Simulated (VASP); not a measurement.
Band structure of BeCd₃Te₄ (ordered alloy cell). Computed with PBE GGA, VASP's PBE PAW potentials (set 64) (plane waves; VASP 6.6.1).

Unless said otherwise, spin-orbit coupling is left out, though it shifts the bands of the heavy elements here.

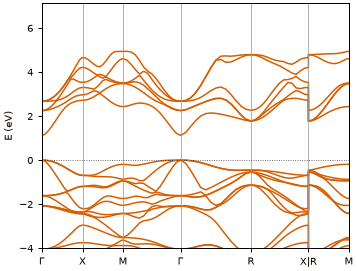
Fig. 1. Bands along high-symmetry lines, zero at the valence-band maximum or, without a gap, the Fermi level

### Question
Read the plot: is there a gap, and where are the band edges?

### Answer
The gap is direct, 1.12 eV, from the valence maximum at Γ to the conduction minimum at Γ. (Edges off the drawn lines would not show.)

The structure was generated: BeCd3Te4 was put into an ordered model structure (P-43m), which need not be its known phase. It was relaxed first.
